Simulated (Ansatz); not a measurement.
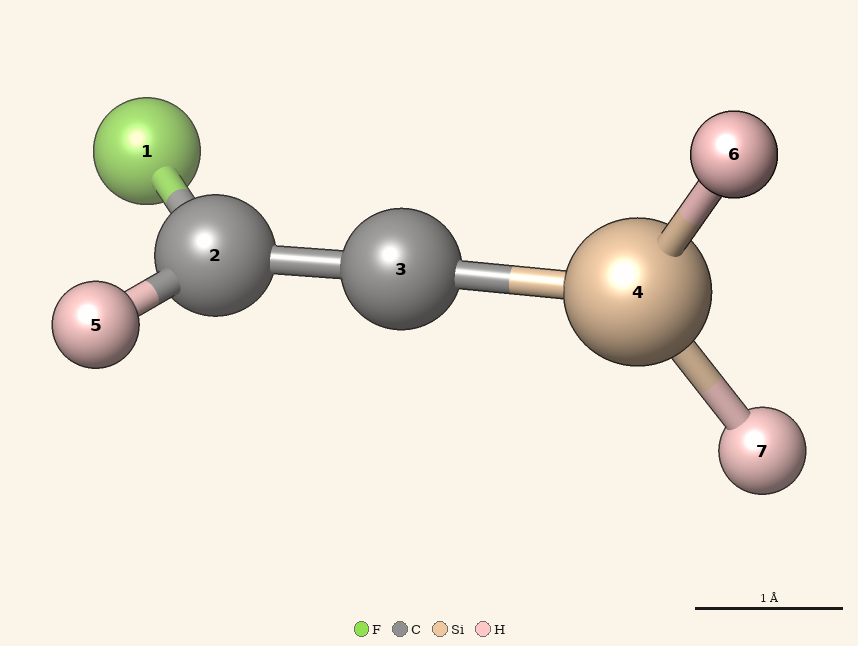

Orthographic view. Distant atoms are faded towards the background colour. The computed structure is the end point of a PBE0-D4/def2-TZVP optimisation. No frequency run is at hand to confirm it as a minimum.

Write a Z-matrix (Å, degrees) in the order of the atom numbers, with these reference atoms: 2 to 1; 3 to 2, 1; 4 to 3, 1, 2; 5 to 2, 3, 1; 6 to 4, 3, 5; 7 to 4, 6, 3.

```
F  
C    1   1.342
C    2   1.303   1   123.4
Si   3   1.671   1   153.4   2   180.0
H    2   1.087   3   125.8   1   180.0
H    4   1.475   3   122.0   5   -90.0
H    4   1.475   6   115.9   3   180.0
```
